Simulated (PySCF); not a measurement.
Vertical excitations of a molecule C2H6ClFSi from TDDFT-M06-2X/def2-SVPD in PySCF, as energy in eV (oscillator strength): 7.98 (0.019), 8.05 (0.005), 8.44 (0.042), 8.71 (0.041), 9.02 (0.027), 9.16 (0.091), 9.20 (0.030), 9.32 (0.026), 9.45 (0.022), 9.56 (0.069). Lowest triplet (TDA): 7.71 eV. Geometry: PBE0-D3(BJ)/def2-SVP. Other conformers were not sampled.

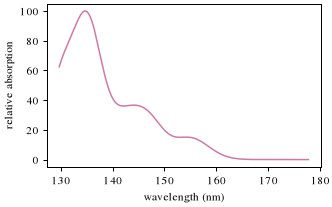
Fig. 1. The lines broadened by 0.4 eV.

### Question
Identify the compound among the candidates.
(A) C[Si](C)(F)Cl
(B) CC[Si@@H](F)Cl
(C) F[C@H]([SiH3])CCl
(D) F[C@@H](Cl)C[SiH3]

### Answer
B, CC[Si@@H](F)Cl
